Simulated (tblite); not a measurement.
## Geometry relaxation, with input and output: C3H10Si2 (part 2 of 2)

Continued. System: C3H10Si2, multiplicity 3, SMILES [SiH3]C[C]C[SiH3]. Method: GFN2-xTB geometry optimisation, gas phase (tblite 0.8.0). 

Geometry of the input (Å):
```
C  -0.1374  -1.0432  0.0273
C  -0.8032  0.1740  -0.4964
Si -2.6469  0.1313  -0.1656
C  1.1637  -0.8736  0.7214
Si 2.3398  0.3200  -0.0415
H  -0.4410  1.1196  -0.0592
H  -0.7389  0.2154  -1.5915
H  -3.1322  1.4453  0.2809
H  -2.9841  -0.8591  0.8715
H  -3.4151  -0.1819  -1.3948
H  1.0244  -0.5831  1.7746
H  1.6737  -1.8695  0.7663
H  1.8833  0.8964  -1.3157
H  2.6080  1.4099  0.9105
H  3.6477  -0.3106  -0.2798
```

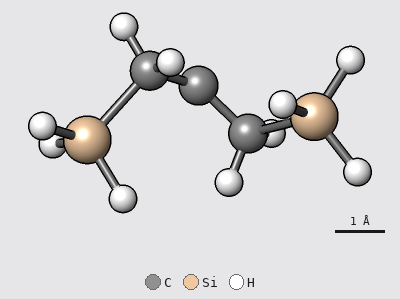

Fig. 1: The geometry at step 152 of the log (ball-and-stick view, seen at a tilt).

### Trajectory as extended XYZ, continued
```
15
Properties=species:S:1:pos:R:3:forces:R:3 step=88 energy=-402.81756
C     0.0366   -0.3515   -0.8100   -0.0160   0.0030  -0.0010
C    -0.9678    0.6723   -0.7786   -0.0060  -0.0040  -0.0110
Si   -2.4973    0.0060    0.2083    0.0000  -0.0550  -0.0070
C     0.9304   -0.9112    0.1637    0.0290   0.0280   0.0020
Si    2.5437    0.1600    0.2112   -0.0050  -0.0280   0.0160
H    -0.5979    1.6030   -0.3224   -0.0020  -0.0070  -0.0160
H    -1.3024    0.9239   -1.7882    0.0040   0.0060   0.0110
H    -3.5818    0.9849    0.2575   -0.0170   0.0510  -0.0120
H    -2.0485   -0.2714    1.5736    0.0240  -0.0060   0.0190
H    -2.9420   -1.2175   -0.4565   -0.0050   0.0230   0.0010
H     0.4696   -0.9368    1.1618    0.0010  -0.0270   0.0060
H     1.2048   -1.9388   -0.0884    0.0250   0.0220  -0.0070
H     3.1409    0.1394   -1.1225   -0.0190  -0.0060   0.0060
H     2.1713    1.5197    0.6062   -0.0230  -0.0130  -0.0100
H     3.4825   -0.3912    1.1923    0.0100   0.0130   0.0040
15
Properties=species:S:1:pos:R:3:forces:R:3 step=96 energy=-402.82100
C     0.0086   -0.4117   -0.7790    0.0260   0.0180   0.0120
C    -0.9487    0.6573   -0.7765   -0.0510  -0.0150   0.0290
Si   -2.4998    0.0223    0.2000    0.0370   0.0170  -0.0030
C     0.9341   -0.9357    0.1856    0.0110  -0.0060  -0.0170
Si    2.5224    0.1717    0.2083   -0.0100   0.0350  -0.0220
H    -0.5476    1.5759   -0.3237    0.0020  -0.0190   0.0060
H    -1.2671    0.9175   -1.7887    0.0160  -0.0310   0.0010
H    -3.5597    1.0307    0.2727    0.0050   0.0200  -0.0100
H    -2.0500   -0.2859    1.5600    0.0010  -0.0130  -0.0150
H    -2.9785   -1.1675   -0.5003   -0.0090   0.0110   0.0150
H     0.4928   -0.9858    1.1923   -0.0010  -0.0030  -0.0170
H     1.2454   -1.9504   -0.0745   -0.0150  -0.0110  -0.0140
H     3.0802    0.1728   -1.1432    0.0020  -0.0200   0.0280
H     2.1117    1.5197    0.6017   -0.0160   0.0190   0.0110
H     3.4982   -0.3401    1.1734   -0.0010  -0.0020  -0.0050
15
Properties=species:S:1:pos:R:3:forces:R:3 step=104 energy=-402.82372
C     0.0196   -0.4328   -0.7761    0.0070  -0.0080  -0.0110
C    -0.9313    0.6412   -0.7698   -0.0320  -0.0010   0.0090
Si   -2.4945    0.0363    0.2027    0.0190   0.0070  -0.0160
C     0.9402   -0.9622    0.1895    0.0100   0.0110  -0.0080
Si    2.4975    0.1899    0.2093   -0.0040  -0.0370  -0.0170
H    -0.5208    1.5545   -0.3146   -0.0030  -0.0050   0.0020
H    -1.2429    0.9053   -1.7828    0.0010  -0.0150  -0.0110
H    -3.5264    1.0744    0.2663    0.0180   0.0120   0.0190
H    -2.0417   -0.2959    1.5555   -0.0230   0.0010  -0.0010
H    -3.0111   -1.1359   -0.5000    0.0010  -0.0010   0.0100
H     0.4888   -1.0286    1.1905    0.0250  -0.0090  -0.0100
H     1.2682   -1.9691   -0.0817   -0.0100   0.0230   0.0020
H     3.0514    0.1695   -1.1436    0.0020   0.0180   0.0220
H     2.0467    1.5288    0.5944   -0.0010  -0.0060  -0.0060
H     3.4982   -0.2847    1.1685   -0.0100   0.0100   0.0150
15
Properties=species:S:1:pos:R:3:forces:R:3 step=112 energy=-402.82607
C     0.0257   -0.4430   -0.7908    0.0050  -0.0260  -0.0070
C    -0.9247    0.6310   -0.7765   -0.0080  -0.0170   0.0000
Si   -2.4838    0.0494    0.2121   -0.0290  -0.0090   0.0340
C     0.9446   -0.9840    0.1685    0.0390   0.0070  -0.0050
Si    2.4842    0.1913    0.2145   -0.0390  -0.0050  -0.0150
H    -0.5096    1.5424   -0.3213    0.0040   0.0070  -0.0260
H    -1.2379    0.8911   -1.7904   -0.0140   0.0120   0.0120
H    -3.4862    1.1164    0.2842    0.0160  -0.0130   0.0040
H    -2.0358   -0.2912    1.5655   -0.0040   0.0150  -0.0160
H    -3.0298   -1.1242   -0.4664    0.0010   0.0220  -0.0070
H     0.4962   -1.0737    1.1689    0.0010  -0.0100  -0.0170
H     1.2820   -1.9809   -0.1235    0.0050  -0.0010   0.0080
H     3.0742    0.1785   -1.1223    0.0050   0.0000   0.0210
H     1.9757    1.5166    0.5706    0.0120   0.0340   0.0040
H     3.4670   -0.2290    1.2149    0.0060  -0.0170   0.0110
15
Properties=species:S:1:pos:R:3:forces:R:3 step=120 energy=-402.82915
C     0.0227   -0.4654   -0.8245   -0.0150   0.0230   0.0090
C    -0.9270    0.6093   -0.7900   -0.0050   0.0160  -0.0100
Si   -2.4711    0.0643    0.2440   -0.0080   0.0800   0.0370
C     0.9573   -1.0046    0.1214   -0.0150  -0.0240  -0.0020
Si    2.4638    0.2074    0.2346   -0.0020  -0.0490  -0.0100
H    -0.4990    1.5312   -0.3673    0.0260  -0.0220   0.0130
H    -1.2771    0.8633   -1.7930    0.0040  -0.0290  -0.0340
H    -3.4465    1.1582    0.3186    0.0310  -0.0440   0.0040
H    -2.0043   -0.2644    1.5927   -0.0010  -0.0050  -0.0080
H    -3.0468   -1.0973   -0.4236   -0.0320  -0.0350  -0.0070
H     0.5091   -1.1508    1.1153   -0.0290   0.0340   0.0050
H     1.3213   -1.9829   -0.1988    0.0450  -0.0030  -0.0320
H     3.1449    0.1869   -1.0579   -0.0140   0.0100   0.0050
H     1.9064    1.5247    0.5377    0.0150   0.0530   0.0160
H     3.3884   -0.1890    1.2987    0.0010  -0.0040   0.0130
15
Properties=species:S:1:pos:R:3:forces:R:3 step=128 energy=-402.83196
C     0.0120   -0.4935   -0.8436   -0.0070   0.0120   0.0170
C    -0.9358    0.5833   -0.8046    0.0380   0.0000  -0.0250
Si   -2.4710    0.0798    0.2638   -0.0130   0.0460   0.0140
C     0.9670   -1.0135    0.0920   -0.0020   0.0100  -0.0070
Si    2.4557    0.2207    0.2528    0.0120   0.0060  -0.0030
H    -0.4864    1.5053   -0.4040   -0.0110  -0.0020  -0.0090
H    -1.3022    0.8184   -1.8072    0.0050   0.0040  -0.0020
H    -3.4152    1.1981    0.3505    0.0230  -0.0200   0.0090
H    -1.9980   -0.2683    1.6048    0.0130   0.0010  -0.0060
H    -3.0957   -1.0616   -0.3960   -0.0220  -0.0380   0.0000
H     0.5199   -1.1894    1.0830    0.0040  -0.0070  -0.0240
H     1.3681   -1.9701   -0.2525   -0.0020   0.0000   0.0220
H     3.1798    0.2129   -1.0172   -0.0240   0.0040   0.0150
H     1.8987    1.5451    0.5387    0.0020  -0.0080   0.0070
H     3.3451   -0.1761    1.3474   -0.0150  -0.0070  -0.0080
15
Properties=species:S:1:pos:R:3:forces:R:3 step=136 energy=-402.83322
C     0.0133   -0.4895   -0.8683    0.0020  -0.0060  -0.0070
C    -0.9377    0.5839   -0.8250    0.0090  -0.0200   0.0100
Si   -2.4558    0.0853    0.2777    0.0110   0.0290  -0.0050
C     0.9667   -1.0169    0.0643   -0.0140   0.0110   0.0070
Si    2.4436    0.2257    0.2720   -0.0170  -0.0240  -0.0270
H    -0.4868    1.5097   -0.4339   -0.0180  -0.0040  -0.0170
H    -1.3163    0.8117   -1.8252   -0.0020  -0.0040   0.0240
H    -3.4025    1.1999    0.3749    0.0240  -0.0130   0.0010
H    -1.9544   -0.2482    1.6127    0.0170   0.0100  -0.0100
H    -3.0938   -1.0718   -0.3436   -0.0030  -0.0110  -0.0100
H     0.5116   -1.2206    1.0456   -0.0090   0.0050   0.0070
H     1.3825   -1.9633   -0.2913   -0.0060   0.0160  -0.0040
H     3.1998    0.2111   -0.9781    0.0020   0.0120   0.0070
H     1.8811    1.5526    0.5307   -0.0030  -0.0050   0.0220
H     3.2907   -0.1787    1.3954    0.0060   0.0040   0.0010
15
Properties=species:S:1:pos:R:3:forces:R:3 step=144 energy=-402.83502
C     0.0100   -0.5033   -0.9249   -0.0040   0.0230  -0.0180
C    -0.9439    0.5653   -0.8664    0.0020   0.0060  -0.0260
Si   -2.4136    0.1004    0.3114    0.0130   0.0080  -0.0160
C     0.9627   -1.0324    0.0057   -0.0090  -0.0100  -0.0030
Si    2.4015    0.2351    0.3083    0.0040  -0.0070   0.0360
H    -0.4869    1.5027   -0.5106    0.0020  -0.0080  -0.0210
H    -1.3602    0.7716   -1.8557   -0.0110  -0.0040   0.0060
H    -3.3391    1.2276    0.4327   -0.0050   0.0050  -0.0030
H    -1.8265   -0.1926    1.6189   -0.0040  -0.0200   0.0350
H    -3.0935   -1.0670   -0.2453    0.0140   0.0080   0.0060
H     0.4934   -1.2953    0.9667    0.0060   0.0070   0.0060
H     1.4182   -1.9464   -0.3833   -0.0010  -0.0180   0.0080
H     3.2473    0.2375   -0.8836   -0.0140   0.0170   0.0150
H     1.8076    1.5538    0.5411   -0.0010  -0.0140   0.0040
H     3.1649   -0.1663    1.4931    0.0090   0.0060  -0.0300
15
Properties=species:S:1:pos:R:3:forces:R:3 step=152 energy=-402.83833
C     0.0206   -0.5109   -0.9668    0.0050   0.0130   0.0180
C    -0.9467    0.5450   -0.9118   -0.0040   0.0020  -0.0150
Si   -2.3735    0.1079    0.3292   -0.0120  -0.0110  -0.0370
C     0.9525   -1.0418   -0.0155    0.0320  -0.0170   0.0180
Si    2.3690    0.2381    0.3457    0.0150   0.0180   0.0570
H    -0.4942    1.5009   -0.6016    0.0050  -0.0120  -0.0150
H    -1.3998    0.7153   -1.8920    0.0030  -0.0160   0.0080
H    -3.2593    1.2625    0.4653   -0.0370   0.0260   0.0140
H    -1.7444   -0.1831    1.6188   -0.0170  -0.0230   0.0100
H    -3.1095   -1.0451   -0.1925    0.0580   0.0390   0.0330
H     0.4645   -1.3199    0.9324   -0.0220   0.0300  -0.0040
H     1.4228   -1.9514   -0.3973    0.0280   0.0060  -0.0170
H     3.2236    0.3125   -0.8341    0.0060  -0.0020  -0.0540
H     1.7584    1.5425    0.6197   -0.0170  -0.0470   0.0130
H     3.1580   -0.1819    1.5086   -0.0440  -0.0050  -0.0270
15
Properties=species:S:1:pos:R:3:forces:R:3 step=160 energy=-402.84372
C     0.0257   -0.5572   -0.9906    0.0100   0.0020   0.0000
C    -0.9368    0.5037   -0.9732   -0.0160   0.0090  -0.0100
Si   -2.3247    0.1482    0.3376    0.0280  -0.0150   0.0260
C     0.9522   -1.0609   -0.0208    0.0190  -0.0080   0.0190
Si    2.3218    0.2587    0.3852   -0.0050  -0.0460   0.0020
H    -0.4752    1.4773   -0.7415    0.0020  -0.0140  -0.0260
H    -1.4197    0.6029   -1.9491   -0.0030   0.0240   0.0190
H    -3.1527    1.3378    0.5353   -0.0110   0.0050  -0.0160
H    -1.6555   -0.1913    1.5973   -0.0230   0.0160  -0.0100
H    -3.1213   -0.9746   -0.1498   -0.0060  -0.0020   0.0070
H     0.4441   -1.3430    0.9164    0.0310   0.0080  -0.0110
H     1.4521   -1.9610   -0.3888    0.0200   0.0300  -0.0010
H     3.1337    0.4682   -0.8113   -0.0160  -0.0130  -0.0090
H     1.6442    1.4983    0.7689   -0.0110   0.0000   0.0200
H     3.1542   -0.2162    1.4926   -0.0160   0.0040  -0.0080
15
Properties=species:S:1:pos:R:3:forces:R:3 step=168 energy=-402.84579
C     0.0297   -0.5761   -1.0242   -0.0050   0.0020  -0.0070
C    -0.9370    0.4821   -1.0087    0.0000  -0.0010  -0.0090
Si   -2.2796    0.1749    0.3602   -0.0050   0.0000   0.0290
C     0.9594   -1.0770   -0.0559   -0.0010  -0.0090   0.0040
Si    2.2769    0.2662    0.4223    0.0070   0.0020   0.0110
H    -0.4688    1.4650   -0.8393   -0.0060  -0.0050   0.0150
H    -1.4602    0.5456   -1.9667    0.0100  -0.0010  -0.0010
H    -3.0818    1.3814    0.5671   -0.0010   0.0040  -0.0260
H    -1.5837   -0.1567    1.6065   -0.0060   0.0120  -0.0090
H    -3.1177   -0.9379   -0.0810    0.0080   0.0000   0.0110
H     0.4513   -1.4105    0.8627    0.0010  -0.0090   0.0100
H     1.5021   -1.9416   -0.4461    0.0020  -0.0050  -0.0120
H     3.1081    0.5057   -0.7555   -0.0040   0.0200   0.0110
H     1.5553    1.4771    0.8206    0.0060  -0.0050  -0.0050
H     3.0880   -0.2075    1.5460   -0.0070  -0.0060  -0.0220
15
Properties=species:S:1:pos:R:3:forces:R:3 step=176 energy=-402.84854
C     0.0293   -0.6460   -1.0761    0.0040  -0.0280  -0.0160
C    -0.9387    0.4100   -1.0746    0.0120   0.0330   0.0080
Si   -2.2039    0.2362    0.3921    0.0130  -0.0520  -0.0200
C     0.9755   -1.1155   -0.1089    0.0220  -0.0070   0.0160
Si    2.1830    0.2880    0.4862   -0.0260  -0.0060   0.0010
H    -0.4584    1.3989   -0.9867   -0.0010  -0.0010  -0.0120
H    -1.5093    0.4209   -2.0089    0.0210  -0.0140   0.0560
H    -2.9114    1.5043    0.5577   -0.0270   0.0210   0.0080
H    -1.4534   -0.0818    1.6115   -0.0250   0.0350  -0.0350
H    -3.1340   -0.8437    0.0660    0.0150   0.0050   0.0150
H     0.4745   -1.5312    0.7821    0.0250   0.0100  -0.0160
H     1.5952   -1.9178   -0.5211   -0.0370   0.0190  -0.0130
H     3.0114    0.6955   -0.6474   -0.0210   0.0060   0.0070
H     1.3664    1.4072    0.9659    0.0320  -0.0280  -0.0010
H     3.0156   -0.2341    1.5703   -0.0040   0.0080   0.0030
15
Properties=species:S:1:pos:R:3:forces:R:3 step=184 energy=-402.85157
C     0.0220   -0.6384   -1.0980   -0.0020   0.0030   0.0080
C    -0.9348    0.4273   -1.0741   -0.0100  -0.0070  -0.0040
Si   -2.1775    0.2475    0.4056   -0.0190  -0.0060   0.0180
C     0.9731   -1.1243   -0.1444    0.0180   0.0110  -0.0010
Si    2.1592    0.2725    0.4976    0.0100   0.0050   0.0140
H    -0.4496    1.4146   -0.9973   -0.0030  -0.0160  -0.0040
H    -1.5262    0.4368   -1.9931    0.0000   0.0150  -0.0210
H    -2.9531    1.4825    0.5178   -0.0160   0.0020   0.0130
H    -1.4079    0.0171    1.6299    0.0030   0.0360   0.0030
H    -3.0478   -0.8962    0.1432   -0.0060  -0.0060  -0.0130
H     0.4861   -1.5700    0.7384   -0.0320  -0.0100  -0.0100
H     1.5943   -1.9074   -0.5856    0.0290  -0.0180  -0.0050
H     3.0176    0.7043   -0.6023    0.0100  -0.0070  -0.0120
H     1.3412    1.3939    0.9645   -0.0050  -0.0130   0.0170
H     2.9453   -0.2693    1.6059    0.0220   0.0100  -0.0030
15
Properties=species:S:1:pos:R:3:forces:R:3 step=192 energy=-402.85594
C     0.0248   -0.6324   -1.1148    0.0060   0.0060   0.0070
C    -0.9308    0.4354   -1.0852    0.0290  -0.0010  -0.0100
Si   -2.1556    0.2685    0.4087   -0.0280   0.0380   0.0180
C     0.9661   -1.1357   -0.1583   -0.0300  -0.0050   0.0020
Si    2.1414    0.2514    0.5208    0.0330  -0.0330  -0.0330
H    -0.4405    1.4195   -1.0150    0.0080   0.0180  -0.0030
H    -1.5304    0.4491   -1.9990    0.0060  -0.0130  -0.0150
H    -3.0178    1.4529    0.4536    0.0130  -0.0480   0.0010
H    -1.3643    0.1813    1.6391   -0.0270   0.0040  -0.0150
H    -2.9325   -0.9513    0.2027   -0.0220   0.0000   0.0260
H     0.4609   -1.5864    0.7113   -0.0130  -0.0320   0.0010
H     1.5881   -1.9190   -0.6002    0.0080   0.0200   0.0000
H     2.9297    0.7651   -0.5961    0.0270   0.0070  -0.0030
H     1.3047    1.3120    1.0795   -0.0120   0.0300   0.0350
H     2.9980   -0.3197    1.5609    0.0010   0.0100  -0.0130
15
Properties=species:S:1:pos:R:3:forces:R:3 step=200 energy=-402.85915
C     0.0287   -0.6203   -1.1015   -0.0090   0.0020   0.0100
C    -0.9333    0.4409   -1.0743    0.0030   0.0020   0.0020
Si   -2.1853    0.2760    0.4015   -0.0230   0.0170  -0.0140
C     0.9708   -1.1361   -0.1532   -0.0050   0.0160  -0.0120
Si    2.1660    0.2370    0.5193    0.0280   0.0210  -0.0010
H    -0.4520    1.4289   -0.9942    0.0150   0.0120  -0.0030
H    -1.5179    0.4527   -1.9984   -0.0100  -0.0030   0.0020
H    -3.1003    1.4197    0.3851    0.0160  -0.0240  -0.0070
H    -1.4240    0.2705    1.6522    0.0010  -0.0100  -0.0090
H    -2.9164   -0.9778    0.2301   -0.0020   0.0000   0.0180
H     0.4709   -1.6059    0.7085   -0.0120   0.0000   0.0240
H     1.5938   -1.9091   -0.6105    0.0100  -0.0180  -0.0190
H     2.9117    0.7834   -0.6139    0.0010  -0.0130   0.0200
H     1.3626    1.2863    1.1486   -0.0160  -0.0020   0.0030
H     3.0667   -0.3553    1.5090    0.0040  -0.0020  -0.0130
15
Properties=species:S:1:pos:R:3:forces:R:3 step=202 energy=-402.85978
C     0.0270   -0.6159   -1.0986    0.0000   0.0000   0.0000
C    -0.9364    0.4437   -1.0751    0.0000   0.0000   0.0000
Si   -2.1922    0.2773    0.3972   -0.0030  -0.0010   0.0010
C     0.9708   -1.1317   -0.1527    0.0000  -0.0010   0.0000
Si    2.1760    0.2344    0.5210    0.0010   0.0000   0.0030
H    -0.4561    1.4329   -0.9967    0.0000   0.0000   0.0000
H    -1.5206    0.4520   -1.9998    0.0000   0.0000   0.0000
H    -3.1187    1.4094    0.3632    0.0020  -0.0030   0.0000
H    -1.4306    0.2896    1.6475   -0.0010   0.0000  -0.0020
H    -2.9109   -0.9866    0.2475    0.0020   0.0040   0.0010
H     0.4713   -1.5951    0.7140    0.0000   0.0000  -0.0010
H     1.5874   -1.9101   -0.6112    0.0000   0.0010   0.0000
H     2.9170    0.7915   -0.6087    0.0000   0.0000   0.0010
H     1.3708    1.2718    1.1683    0.0020  -0.0020  -0.0010
H     3.0873   -0.3723    1.4920   -0.0030   0.0020  -0.0030
```

### Key numbers

- outcome: converged
- total energy: −402.8598 eV
- hardware: 1 CPU thread, shared host
- wall time: 3.2 s
- peak memory: 0.18 GiB
